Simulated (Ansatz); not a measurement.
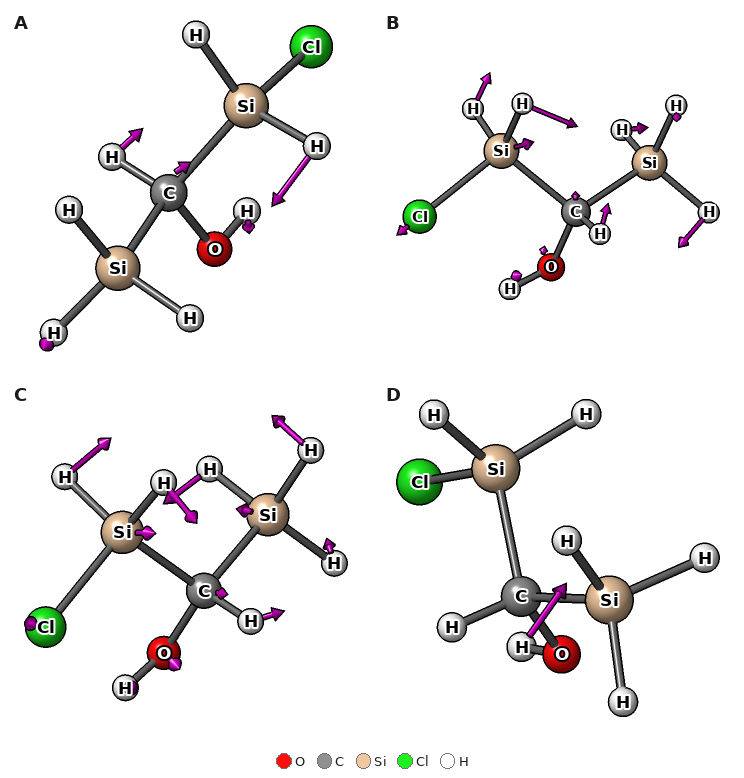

4 normal modes of one molecule or complex, as arrows. Harmonic vibrations computed with RKS PBE0-D4/def2-TZVP (Ansatz 0.2.0) at a stationary point of the same level.

Match the panels to the wavenumbers 57 cm⁻¹, 377 cm⁻¹, 547 cm⁻¹, 808 cm⁻¹.

A: 808 cm⁻¹
B: 547 cm⁻¹
C: 57 cm⁻¹, a torsion or out-of-plane motion in which bond lengths and bond angles hardly change
D: 377 cm⁻¹, a torsion or out-of-plane motion in which bond lengths and bond angles hardly change
